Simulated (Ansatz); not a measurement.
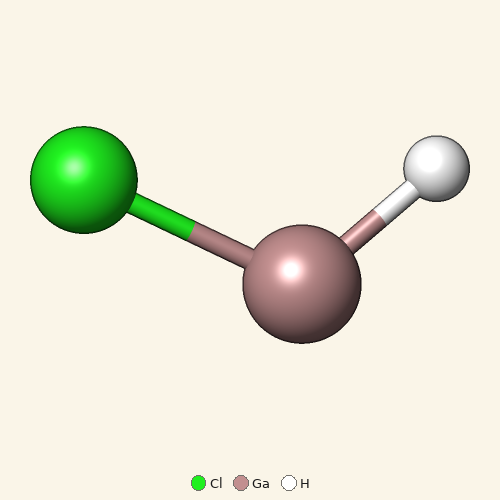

The picture shows a molecular structure as a ball-and-stick model. Every bond is drawn as one stick, whatever its order.

Charge 0, doublet. The geometry was computed by an optimisation with PBE-D4/def2-SVP. No frequency run is at hand to confirm it as a minimum.

Describe the molecule.

It has 3 atoms: 1 chlorine, 1 gallium and 1 hydrogen (ClGaH). SMILES: `[Cl][GaH]`. It is an open-shell species. Coordination: 1 Ga bent.
